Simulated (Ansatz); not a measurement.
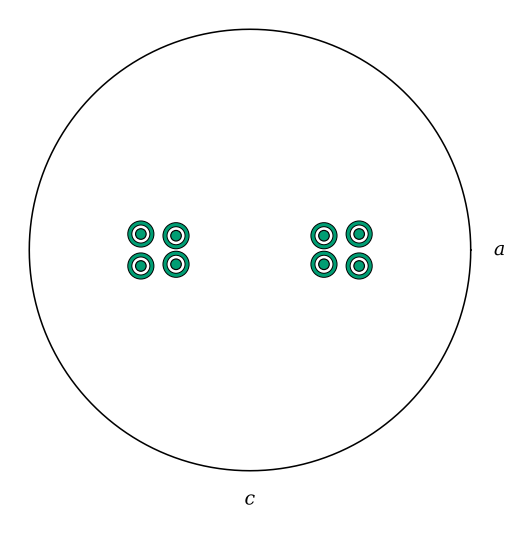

Stereographic projection: filled dots lie in the upper hemisphere, open rings in the lower. The b axis points at the viewer. The poles are all faces of one general form. Computed from the symmetry operations of a computed or model structure of composition MgTlSe, which need not be its known form.

Question: Which point group is this?

Answer: 4/mmm (D4h), order 16, tetragonal system: one fourfold axis, four twofold axes, five mirror planes, an inversion centre.

Question: Which physical properties does it allow?

Answer: It is centrosymmetric, so neither piezoelectric nor pyroelectric; it is not chiral.
